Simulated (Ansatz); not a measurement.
# KMgF3 (Pm-3m): refractive index against wavelength

The refractive index of KMgF3 (Pm-3m) below the direct gap (7.65 eV on the mesh) is read from one computed spectrum, n = √(Re ε).

Cell: a, b, c = 3.986, 3.986, 3.986 Å (primitive vectors), 5 atoms.

Method: Ansatz 0.2.0, PBE, independent particles, k-mesh 6×6×6 with interpolation inside its cells, Gaussian parameter 0.15 eV.

Launch of the response step: `ansatz run input.yaml --threads 2 --pin off --max-ram 5120MiB --backend cpu --events-out ev --progress --plain --runs-dir out`. The run took 24 s, on 2 threads of Intel(R) Xeon(R) Platinum 8259CL CPU @ 2.50GHz (Skylake/Cascade Lake), with other jobs on the host.

```tsv
wavelength (nm)	photon energy E (eV)	n
532	2.331	1.4831
450	2.755	1.4873
405	3.061	?
365	3.397	1.4952
308	4.025	1.5053
266	4.661	1.5182
248	4.999	1.5265
```

In the single-oscillator model n² − 1 = E₀E_d/(E₀² − E²), so 1/(n² − 1) = E₀/E_d − E²/(E₀E_d) is linear in E².

Working, on the rows shown:

| x = E² (eV²) | y = 1/(n² − 1) |
| --- | --- |
| 5.43137 | 0.833621 |
| 7.59115 | 0.825041 |
| 11.5384 | 0.809308 |
| 16.2043 | 0.789934 |
| 21.7255 | 0.766324 |
| 24.9936 | 0.751765 |

Means: x̄ = 14.581, ȳ = 0.796. Σ(x − x̄)(y − ȳ) = -1.27, Σ(x − x̄)² = 303.9. Slope = -1.27 / 303.9 = -0.004179; intercept = ȳ − slope · x̄ = 0.85693. Turned back into n, the line misses the rows shown by at most 0.00042.

Predict the last column of the withheld row from the fit.

At x = 9.3718 the line gives y = 0.81777, that is 1.4909. The run gave 1.4908, so the interpolation is off by 0.00012, 0.3 % of the range in the table.

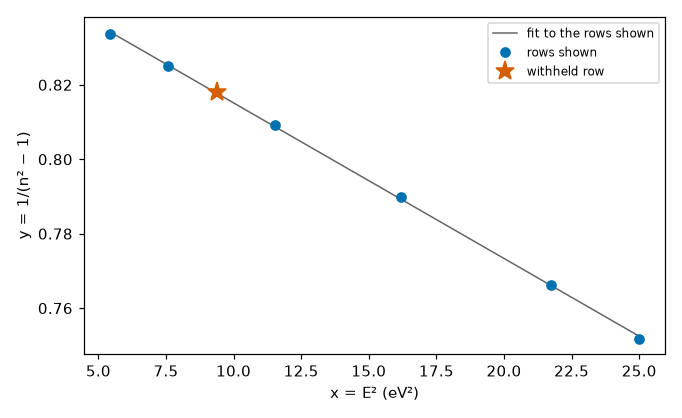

Refitted with all rows, the slope is -0.004182 and the intercept 0.85701. These give E₀ = √(intercept/−slope) = 14.31 eV and E_d = E₀/intercept = 16.7 eV; E₀ is 1.9 times the direct gap. The electronic limit at long wavelengths, without lattice vibrations, is n = √(1 + 1/intercept) = 1.472. Excitons are left out and so are local fields; PBE gaps are as a rule too small.

[Logs are printed without paths, hosts, clocks, repeated set-up lines and the standing remarks that a program may print on its own settings, such as how far it seeks lower states.]
